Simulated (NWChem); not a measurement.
# C3H3FO (SMILES O=C/C=C/F): levels of theory compared

We compute a comparison of 6 runs (HF/3-21G, B3LYP/6-31G, SVWN5/6-31G, B3LYP/6-31G*, PBE0/def2-TZVP) of C3H3FO. 

Program for the calculation: NWChem 7.3.0.

1 further run of the same task is left out (set aside as unsound or not needed).

### Step 1. The structure to begin with

The species is C3H3FO (8 atoms), meant as a singlet with charge 0. As SMILES, `O=C/C=C/F`. The shape is that of a GFN2-xTB optimisation. This is one conformer, not always the lowest.

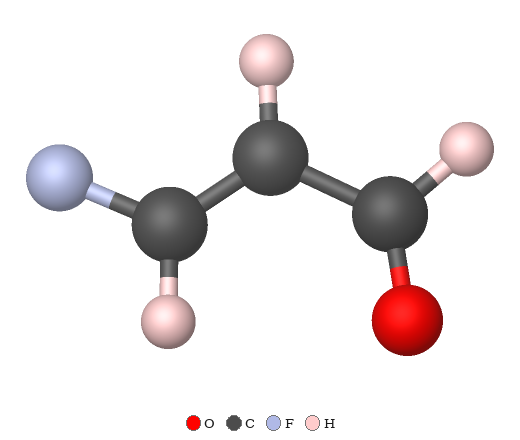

Viewed from a chosen angle; oxygen red, carbon dark grey, fluorine light blue, hydrogen pink.

### Step 2. Energy and gradient at HF/3-21G (run 1)

File test.nw:

```
start test
title "C3H3FO"
memory total 2200 mb

geometry noautosym nocenter noautoz
   O     -0.962750     0.045060     1.718410
   C     -0.024370     0.543750     1.153770
   C      0.403350     0.231590    -0.212610
   C     -0.255160    -0.670460    -0.934690
   F      0.093720    -0.985480    -2.175670
   H      0.604710     1.305490     1.650120
   H      1.260480     0.749050    -0.614280
   H     -1.119990    -1.219020    -0.585040
end

basis spherical bse
   * library 3-21G
end

scf
   thresh 1e-08
   maxiter 80
end

task scf gradient
```

Run with:

```bash
nwchem test.nw > test.out
```

What it wrote:

```text
[...]
  functions       =    51
[...]
  wavefunction    = RHF
[...]
         Total SCF energy =   -288.007819650630
      One-electron energy =   -700.993672196666
      Two-electron energy =    258.751647842198
 Nuclear repulsion energy =    154.234204703837
        Time for solution =      2.1s
[...]
                         RHF ENERGY GRADIENTS
    atom               coordinates                        gradient
                 x          y          z           x          y          z
   1 O      -1.819334   0.085151   3.247324    0.013234   0.008021  -0.006273
   2 C      -0.046053   1.027539   2.180309   -0.019988  -0.016841  -0.000099
   3 C       0.762221   0.437642  -0.401775    0.005302   0.012052   0.015180
   4 C      -0.482182  -1.266986  -1.766308    0.002767  -0.014822  -0.034324
   5 F       0.177105  -1.862287  -4.111420   -0.006215   0.004996   0.020626
   6 H       1.142736   2.467018   3.118275    0.007869   0.009477   0.005981
   7 H       2.381962   1.415499  -1.160821    0.005614   0.003951  -0.001533
   8 H      -2.116474  -2.303614  -1.105565   -0.008583  -0.006835   0.000442
[...]
```

Wall time 3.6 s (1 thread of AMD EPYC 7R43 (Zen 3), shared host); peak memory 0.096 GiB.

### Step 3. Energy and forces at B3LYP/6-31G (run 2)

File c3h3fo.nw:

```
start c3h3fo
memory 2200 mb
geometry units angstrom noautosym nocenter noautoz
  O     -0.962750     0.045060     1.718410
  C     -0.024370     0.543750     1.153770
  C      0.403350     0.231590    -0.212610
  C     -0.255160    -0.670460    -0.934690
  F      0.093720    -0.985480    -2.175670
  H      0.604710     1.305490     1.650120
  H      1.260480     0.749050    -0.614280
  H     -1.119990    -1.219020    -0.585040
end
basis spherical bse
  * library 6-31G
end
dft
  xc b3lyp
  mult 1
  grid xfine
  convergence energy 1e-08
  maxiter 100
  mulliken
  noprint "final vectors analysis"
end
task dft gradient
```

Run with:

```bash
nwchem c3h3fo.nw > c3h3fo.out
```

What it wrote:

```text
[...]
          Wavefunction type:  closed shell.
          No. of atoms     :     8
          No. of electrons :    38
[...]
          Charge           :     0
          Spin multiplicity:     1
[...]
          AO basis - number of functions:    51
[...]
              XC Information
              --------------
                         B3LYP Method XC Potential
                     Hartree-Fock (Exact) Exchange  0.200
                        Slater Exchange Functional  0.800 local
                    Becke 1988 Exchange Functional  0.720 non-local
              Lee-Yang-Parr Correlation Functional  0.810
                  VWN I RPA Correlation Functional  0.190 local
[...]
 d= 0,ls=0.0,diis     1   -290.8866629393 -4.45D+02  5.77D-02  1.28D+00     2.5
[...]
 d= 0,ls=0.0,diis    11   -291.0615119052 -4.56D-09  1.58D-06  7.38D-09    20.4
         Total DFT energy =     -291.061511905238
      One electron energy =     -703.505538634786
           Coulomb energy =      294.646573159416
    Exchange-Corr. energy =      -36.436751133705
 Nuclear repulsion energy =      154.234204703837
[...]
      Total Density - Mulliken Population Analysis
     ---------------------------------------------
    Atom       Charge   Shell Charges
 -----------   ------   -------------------------------------------------------
    1 O    8     8.38   2.00  0.93  2.88  1.01  1.56
    2 C    6     5.82   2.00  0.74  2.04  0.43  0.61
    3 C    6     6.18   2.00  0.70  2.13  0.50  0.85
    4 C    6     5.80   2.00  0.73  2.01  0.44  0.62
    5 F    9     9.28   2.00  0.94  3.31  1.07  1.97
    6 H    1     0.89   0.55  0.35
    7 H    1     0.84   0.54  0.30
    8 H    1     0.81   0.54  0.28
[...]
  wavefunction    = closed shell
                         DFT ENERGY GRADIENTS
    atom               coordinates                        gradient
                 x          y          z           x          y          z
   1 O      -1.819334   0.085151   3.247324    0.049927   0.026387  -0.030608
   2 C      -0.046053   1.027539   2.180309   -0.048924  -0.028135   0.025546
   3 C       0.762221   0.437642  -0.401775   -0.003042  -0.003664  -0.002569
   4 C      -0.482182  -1.266986  -1.766308    0.015372  -0.002792  -0.031447
   5 F       0.177105  -1.862287  -4.111420   -0.011627   0.010137   0.040445
   6 H       1.142736   2.467018   3.118275    0.000288  -0.000547  -0.001710
   7 H       2.381962   1.415499  -1.160821   -0.003245  -0.001753   0.001871
   8 H      -2.116474  -2.303614  -1.105565    0.001250   0.000367  -0.001529
[...]
```

Run time: 25 s. Hardware: 1 thread of AMD EPYC 7R43 (Zen 3), shared host; peak memory 0.13 GiB.

Runs 3 to 4 aren't shown in full; the table further down has their settings and results.

### Step 4. Energy and forces at B3LYP/6-31G(d) (Cartesian functions) (run 5)

File c3h3fo.nw:

```
start c3h3fo
title "C3H3FO gradient"
memory 2200 mb

geometry units bohr noautosym nocenter noautoz
O   -1.81933383   0.08515106   3.24732427
C   -0.04605263   1.02753858   2.18030931
C    0.76222103   0.43764167  -0.40177467
C   -0.48218252  -1.26698578  -1.76630811
F    0.17710513  -1.86228730  -4.11142044
H    1.14273628   2.46701856   3.11827487
H    2.38196199   1.41549935  -1.16082096
H   -2.11647436  -2.30361394  -1.10556537
end

basis cartesian
O library 6-31G*
C library 6-31G*
F library 6-31G*
H library 6-31G*
end

dft
xc b3lyp
grid xfine
convergence energy 1e-08
maxiter 100
mulliken
print medium
end

task dft gradient
```

Run with:

```bash
nwchem c3h3fo.nw > c3h3fo.out
```

What it wrote:

```text
[...]
          Wavefunction type:  closed shell.
          No. of atoms     :     8
          No. of electrons :    38
[...]
          Charge           :     0
          Spin multiplicity:     1
[...]
          AO basis - number of functions:    81
[...]
              XC Information
              --------------
                         B3LYP Method XC Potential
                     Hartree-Fock (Exact) Exchange  0.200
                        Slater Exchange Functional  0.800 local
                    Becke 1988 Exchange Functional  0.720 non-local
              Lee-Yang-Parr Correlation Functional  0.810
                  VWN I RPA Correlation Functional  0.190 local
[...]
 d= 0,ls=0.0,diis     1   -290.9847671129 -4.45D+02  2.90D-02  1.36D+00     3.9
[...]
 d= 0,ls=0.0,diis    11   -291.1418696080 -2.36D-09  9.96D-07  1.09D-08    37.3
         Total DFT energy =     -291.141869607980
      One electron energy =     -703.981781500351
           Coulomb energy =      295.024028473356
    Exchange-Corr. energy =      -36.418310170642
 Nuclear repulsion energy =      154.234193589658
[...]
      Total Density - Mulliken Population Analysis
     ---------------------------------------------
    Atom       Charge   Shell Charges
 -----------   ------   -------------------------------------------------------
    1 O    8     8.40   1.99  0.91  2.87  1.01  1.61 -0.00
    2 C    6     5.77   1.99  0.73  1.98  0.45  0.57  0.05
    3 C    6     6.23   1.99  0.70  2.12  0.54  0.87  0.01
    4 C    6     5.79   1.99  0.73  1.96  0.46  0.62  0.04
    5 F    9     9.24   1.99  0.95  3.31  0.95  1.97  0.06
    6 H    1     0.89   0.54  0.35
    7 H    1     0.84   0.53  0.31
    8 H    1     0.82   0.53  0.29
[...]
  wavefunction    = closed shell
                         DFT ENERGY GRADIENTS
    atom               coordinates                        gradient
                 x          y          z           x          y          z
   1 O      -1.819334   0.085151   3.247324    0.019949   0.010512  -0.012446
   2 C      -0.046053   1.027539   2.180309   -0.016060  -0.009400   0.008326
   3 C       0.762221   0.437642  -0.401775   -0.002044  -0.001645  -0.000087
   4 C      -0.482183  -1.266986  -1.766308    0.003397   0.002620   0.000066
   5 F       0.177105  -1.862287  -4.111420   -0.001759   0.001467   0.005838
   6 H       1.142736   2.467019   3.118275   -0.001551  -0.002873  -0.003366
   7 H       2.381962   1.415499  -1.160821   -0.004057  -0.001867   0.003007
   8 H      -2.116474  -2.303614  -1.105565    0.002125   0.001186  -0.001338
[...]
```

Run time: 45 s. Hardware: 1 thread of AMD EPYC 7R43 (Zen 3), shared host; peak memory 0.14 GiB.

### Step 5. Energy and gradient at PBE0/def2-TZVP (run 6)

File m1.nw:

```
start m1
title "C3H3FO"
memory total 2200 mb

geometry units atomic noautosym nocenter noautoz
  O     -1.81933383     0.08515106     3.24732427
  C     -0.04605263     1.02753858     2.18030931
  C      0.76222103     0.43764167    -0.40177467
  C     -0.48218252    -1.26698578    -1.76630811
  F      0.17710513    -1.86228730    -4.11142044
  H      1.14273628     2.46701856     3.11827487
  H      2.38196199     1.41549935    -1.16082096
  H     -2.11647436    -2.30361394    -1.10556537
end

basis spherical bse
  O library def2-TZVP
  C library def2-TZVP
  F library def2-TZVP
  H library def2-TZVP
end

dft
  xc pbe0
  grid fine
  convergence energy 1e-08
  maxiter 100
  mulliken
  print medium
end

task dft gradient
```

Run with:

```bash
nwchem m1.nw > m1.out
```

What it wrote:

```text
[...]
          Wavefunction type:  closed shell.
          No. of atoms     :     8
          No. of electrons :    38
[...]
          Charge           :     0
          Spin multiplicity:     1
[...]
          AO basis - number of functions:   173
[...]
              XC Information
              --------------
                         PBE0 Method XC Functional
                     Hartree-Fock (Exact) Exchange  0.250
          PerdewBurkeErnzerhof Exchange Functional  0.750
            Perdew 1991 LDA Correlation Functional  1.000 local
           PerdewBurkeErnz. Correlation Functional  1.000 non-local
[...]
 d= 0,ls=0.0,diis     1   -290.8027156774 -4.45D+02  1.56D-02  1.39D+00    12.0
[...]
 d= 0,ls=0.0,diis    11   -290.9516164534 -2.35D-09  6.21D-07  1.16D-08   111.0
         Total DFT energy =     -290.951616453430
      One electron energy =     -703.903234441628
           Coulomb energy =      294.828008114805
    Exchange-Corr. energy =      -36.110583716264
 Nuclear repulsion energy =      154.234193589658
[...]
  wavefunction    = closed shell
                         DFT ENERGY GRADIENTS
    atom               coordinates                        gradient
                 x          y          z           x          y          z
   1 O      -1.819334   0.085151   3.247324    0.003462   0.001547  -0.002908
   2 C      -0.046053   1.027539   2.180309   -0.002368  -0.000680   0.003022
   3 C       0.762221   0.437642  -0.401775    0.002897   0.003914   0.002887
   4 C      -0.482183  -1.266986  -1.766308   -0.002763  -0.001248   0.002651
   5 F       0.177105  -1.862287  -4.111420    0.000382  -0.001706  -0.004310
   6 H       1.142736   2.467019   3.118275   -0.000101  -0.001416  -0.002846
   7 H       2.381962   1.415499  -1.160821   -0.002702  -0.001034   0.002413
   8 H      -2.116474  -2.303614  -1.105565    0.001192   0.000624  -0.000908
[...]
```

Wall time 2.4 min (1 thread of AMD EPYC 7R43 (Zen 3), shared host); peak memory 0.13 GiB.

### Step 6. The series

```csv
run,level,iteration cap,module,energy (Eh),dipole moment (D),HOMO energy (eV),LUMO energy (eV),wall time
1,HF/3-21G,80,scf,-288.007820,1.70,-10.74,2.42,3.6 s
2,B3LYP/6-31G,100,dft,-291.061512,1.80,–,–,25 s
3,SVWN5/6-31G,100,dft,-288.823434,1.85,-5.88,-2.95,17 s
4,B3LYP/6-31G* (spherical functions),100,dft,-291.137141,1.81,-7.10,-1.75,41 s
5,B3LYP/6-31G* (Cartesian functions),100,dft,-291.141870,1.81,-7.11,-1.76,45 s
6,PBE0/def2-TZVP,100,dft,-290.951616,1.87,-7.73,-2.02,2.4 min
```

### Step 7. Results

```
                       quantity          value
            run 6: total energy  -290.95162 Eh
           run 6: dipole moment         1.87 D
             run 6: HOMO energy       -7.73 eV
             run 6: LUMO energy       -2.02 eV
           run 6: HOMO–LUMO gap        5.71 eV
run 6: largest force on an atom     0.291 eV/Å
```

What this shows: The dipole moment (its size) runs from 1.70 D (HF/3-21G) to 1.87 D (PBE0/def2-TZVP). The two ends differ in method and basis. Over runs 1, 3, 4, 5, 6 the HOMO–LUMO gap runs from 2.94 eV (SVWN5/6-31G) to 13.16 eV (HF/3-21G). Totals of different functionals can't be ranked against each other. All runs together took 4.6 min, the longest 2.4 min.
